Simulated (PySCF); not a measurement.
## Electronic structure of C$_{3}$H$_{9}$AlO$_{3}$ (SMILES C[O][Al]([O]C)[O]C) in real space

```xyz
16

C     2.7789   -1.0175    0.1451
O     1.6475   -0.1962    0.1755
Al    0.0017   -0.0018    0.2045
O    -0.9909   -1.3298    0.2035
C    -2.2714   -1.8920    0.2127
O    -0.6530    1.5208    0.2357
C    -0.5091    2.9117    0.2521
H     3.4034   -0.7985    1.0158
H     3.3485   -0.8125   -0.7657
H     2.5086   -2.0748    0.1609
H    -2.4165   -2.4758   -0.7007
H    -3.0462   -1.1252    0.2679
H    -2.3673   -2.5531    1.0784
H    -0.9770    3.3114    1.1562
H     0.5416    3.2063    0.2389
H    -1.0064    3.3360   -0.6247
```

Geometry: GFN2-xTB.

Computed with PBE0/def2-SVPD, SCF density, gas phase (PySCF 2.14.0).

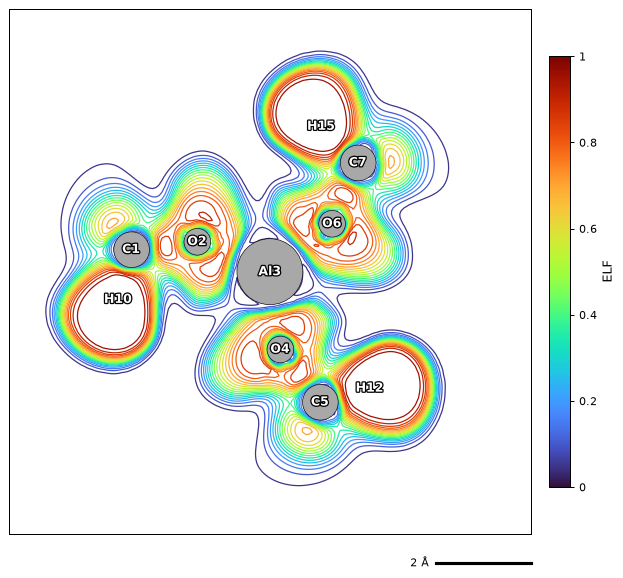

Figure 1. ELF on the plane of atoms C1, O2 and Al3. Grey discs cover the atomic cores.

Describe what can be read from this map.

Atoms in the plane: C, O, Al and H. C–O (1.40 Å): the ELF peaks at about 0.90 between the atoms (a polar covalent bond). Al–O (1.66 Å): the ELF peaks at about 0.85 in the valence shell of O, 0.6 Å from its nucleus, and is about 0.30 at the midpoint. C–H (1.09 Å): the ELF climbs to about 1 towards the hydrogen, as it does in any bond to H; a covalent bond by its length. The ELF also peaks beside O4, O6 and O2, away from the bonds: lone-pair regions.

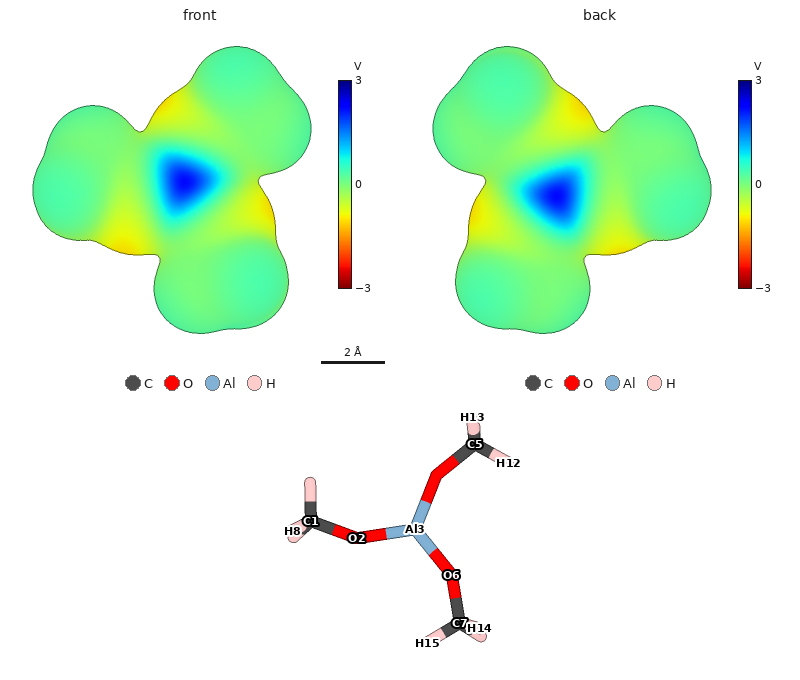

Figure 2. The electrostatic potential painted on the density surface at 0.001 e/bohr³, seen from the front and from behind; the colour scale runs from red (negative) to blue (positive). The bare structure is drawn below in the same view.

Which sites attract a positive test charge, and which a negative one?

A positive charge is drawn to the negative regions and a negative charge to the positive ones. The most negative region (about −1.0 V, or −23 kcal/mol for a unit charge) lies over O2, O4 and O6, the most positive (about +2.0 V, or +46 kcal/mol for a unit charge) over Al3.

How polar is the molecule by this calculation?

Its dipole moment is zero.
